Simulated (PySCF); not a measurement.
**BHClO (SMILES O[B]Cl) at U-wB97X-V/STO-6G**

Aim: the vertical doublet–quartet gap of BHClO at U-wB97X-V/STO-6G, from 2 runs. The job is set up through a Python script.

The calculation is run with PySCF 2.14.0.

6 further runs of the same task are left out: 6 set aside as unsound or not needed.

### Step 1. The structure to begin with

BHClO: 4 atoms, total charge 0, spin state doublet. As SMILES, `O[B]Cl`. The coordinates come from a PBE0-D4/def2-TZVP relaxation.

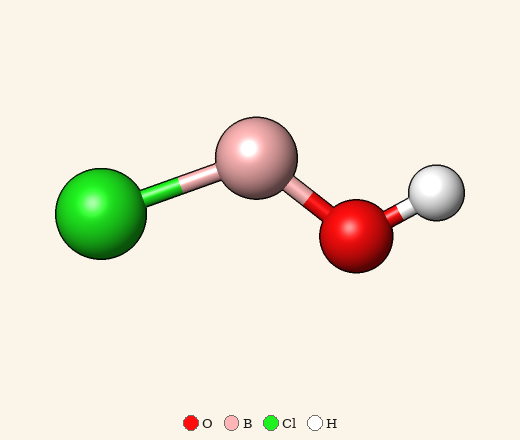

The structure, seen from a chosen angle (oxygen red, boron pink, chlorine green, hydrogen white).

### Step 2. A single-point energy at U-wB97X-V/STO-6G

File geometry.xyz:

```xyz
4
BClHO
O      0.545600     0.191100    -0.589300
B     -0.429900     0.065600     0.312600
Cl    -0.557200    -1.323200     1.352900
H      0.497000     1.006200    -1.096500
```

File calc.py:

```python
# O[B]Cl
from pyscf import gto, dft

mol = gto.M(
    atom='geometry.xyz',
    charge=0,
    spin=1,
    verbose=3,
    basis='sto-6g',
    max_memory=1860,
)

mf = dft.UKS(mol)
mf.xc = 'wb97x-v'
mf.nlcgrids.level = 1
mf.conv_tol = 1e-10
mf.grids.level = 5
mf.kernel()
if not mf.converged:
    mf = mf.newton().run(mf.mo_coeff, mf.mo_occ)

e_final = mf.e_tot
print(f'total energy: {e_final:.8f} hartree')
```

Launch:

```bash
$ OMP_NUM_THREADS=1 python calc.py
```

Output:

```text
WARN: HOMO -0.0735568780708122 >= LUMO -0.0735568780708121

converged SCF energy = -558.819701055174  <S^2> = 0.75203215  2S+1 = 2.0020311
total energy: -558.81970106 hartree
```

It took 22 s on 1 thread of Intel Xeon Platinum 8488C (Sapphire Rapids), shared host; peak memory 0.21 GiB.

### Step 3. The quartet at the same level

File job.py:

```python
from pyscf import gto, dft

mol = gto.Mole()
mol.atom = [
    ('O', (0.545600, 0.191100, -0.589300)),
    ('B', (-0.429900, 0.065600, 0.312600)),
    ('Cl', (-0.557200, -1.323200, 1.352900)),
    ('H', (0.497000, 1.006200, -1.096500)),
]
mol.spin = 3
mol.basis = 'sto-6g'
mol.max_memory = 1860
mol.verbose = 4
mol.build()

mf = dft.UKS(mol, xc='wb97x-v')
mf.grids.level = 5
mf.conv_tol = 1e-10
mf.nlcgrids.level = 1
mf.kernel()
if not mf.converged:
    mf = mf.newton().run(mf.mo_coeff, mf.mo_occ)

energy = mf.e_tot
print(f'total energy: {energy:.8f} hartree')
```

Launch:

```bash
$ OMP_NUM_THREADS=1 python job.py
```

Output:

```text
PySCF version 2.14.0

[INPUT] num. atoms = 4
[INPUT] num. electrons = 31
[INPUT] charge = 0
[INPUT] spin (= nelec alpha-beta = 2S) = 3
[INPUT] symmetry False subgroup None
[INPUT] Mole.unit = angstrom
[INPUT] Symbol           X                Y                Z      unit          X                Y                Z       unit  Magmom
[INPUT]  1 O      0.545600000000   0.191100000000  -0.589300000000 AA    1.031034573563   0.361126662404  -1.113615605206 Bohr   0.0
[INPUT]  2 B     -0.429900000000   0.065600000000   0.312600000000 AA   -0.812393260951   0.123966033771   0.590728386539 Bohr   0.0
[INPUT]  3 Cl    -0.557200000000  -1.323200000000   1.352900000000 AA   -1.052955396608  -2.500485608024   2.556610473924 Bohr   0.0
[INPUT]  4 H      0.497000000000   1.006200000000  -1.096500000000 AA    0.939193883909   1.901442426537  -2.072084695586 Bohr   0.0

nuclear repulsion = 76.699725487475
number of shells = 12
number of NR pGTOs = 120
number of NR cGTOs = 20
basis = sto-6g
ecp = {}

******** <class 'pyscf.dft.uks.UKS'> ********
method = UKS
initial guess = minao
damping factor = 0
level_shift factor = 0
DIIS = <class 'pyscf.scf.diis.CDIIS'>
diis_start_cycle = 1
diis_space = 8
diis_damp = 0
SCF conv_tol = 1e-10
SCF conv_tol_grad = None
SCF max_cycles = 50
direct_scf = True
direct_scf_tol = 1e-13
number electrons alpha = 17  beta = 14
XC library pyscf.dft.libxc version 7.0.0
    S. Lehtola, C. Steigemann, M. J.T. Oliveira, and M. A.L. Marques.,  SoftwareX 7, 1–5 (2018)
XC functionals = wb97x-v
    N. Mardirossian and M. Head-Gordon.,  Phys. Chem. Chem. Phys. 16, 9904-9924 (2014)
radial grids:
    Treutler-Ahlrichs [JCP 102, 346 (1995); DOI:10.1063/1.469408] (M4) radial grids

becke partition: Becke, JCP 88, 2547 (1988); DOI:10.1063/1.454033
pruning grids: <function nwchem_prune>
grids dens level: 5
symmetrized grids: False
atomic radii adjust function: <function treutler_atomic_radii_adjust>
** Following is NLC and NLC Grids **
NLC functional = wb97x-v
radial grids:
    Treutler-Ahlrichs [JCP 102, 346 (1995); DOI:10.1063/1.469408] (M4) radial grids

becke partition: Becke, JCP 88, 2547 (1988); DOI:10.1063/1.454033
pruning grids: <function nwchem_prune>
grids dens level: 1
symmetrized grids: False
atomic radii adjust function: <function treutler_atomic_radii_adjust>
small_rho_cutoff = 0
Set gradient conv threshold to 1e-05
tot grids = 152728
tot grids = 19152
init E= -558.955899515415
[... the frontier-level lines of each cycle are left out ...]


cycle= 1 E= -558.496203253355  delta_E= 0.46  |g|= 0.156  |ddm|= 2.25


cycle= 2 E= -558.525341811219  delta_E= -0.0291  |g|= 0.0386  |ddm|= 0.329


cycle= 3 E= -558.528001010975  delta_E= -0.00266  |g|= 0.0123  |ddm|= 0.128


cycle= 4 E= -558.528300408506  delta_E= -0.000299  |g|= 0.00967  |ddm|= 0.0554


cycle= 5 E= -558.528394440361  delta_E= -9.4e-05  |g|= 0.00262  |ddm|= 0.0244


cycle= 6 E= -558.528416346662  delta_E= -2.19e-05  |g|= 0.00149  |ddm|= 0.0172


cycle= 7 E= -558.528420981761  delta_E= -4.64e-06  |g|= 0.00056  |ddm|= 0.00726


cycle= 8 E= -558.528421791822  delta_E= -8.1e-07  |g|= 0.000167  |ddm|= 0.00342


cycle= 9 E= -558.528421857772  delta_E= -6.59e-08  |g|= 2.4e-05  |ddm|= 0.00111


cycle= 10 E= -558.528421859407  delta_E= -1.64e-09  |g|= 6.38e-06  |ddm|= 0.00016


cycle= 11 E= -558.528421859495  delta_E= -8.78e-11  |g|= 1.15e-06  |ddm|= 3.75e-05


Extra cycle  E= -558.528421859496  delta_E= -1.59e-12  |g|= 5.14e-07  |ddm|= 2.51e-06
converged SCF energy = -558.528421859496  <S^2> = 3.751373  2S+1 = 4.0006864
total energy: -558.52842186 hartree
```

Run time: 22 s. Hardware: 1 thread of Intel Xeon Platinum 8488C (Sapphire Rapids), shared host; peak memory 0.21 GiB.

### Step 4. Summary of results

At U-wB97X-V/STO-6G:

```
                                        quantity          value
                           doublet: total energy  -558.81970 Eh
                          doublet: dipole moment         3.37 D
     doublet: HOMO energy (highest over α and β)       -5.88 eV
      doublet: LUMO energy (lowest over α and β)        4.23 eV
                                   doublet: ⟨S²⟩          0.752
                           quartet: total energy  -558.52842 Eh
                          quartet: dipole moment         3.78 D
     quartet: HOMO energy (highest over α and β)       -1.96 eV
                                   quartet: ⟨S²⟩          3.751
vertical energy of the quartet above the doublet       7.926 eV
```

**Reading.** At this shape the quartet lies 7.93 eV (765 kJ/mol) above the doublet. In a minimal basis such a difference can be off by several eV, whatever the method. Mulliken charges (doublet) run from -0.30 on O1 to +0.27 on H4; they depend strongly on the basis.
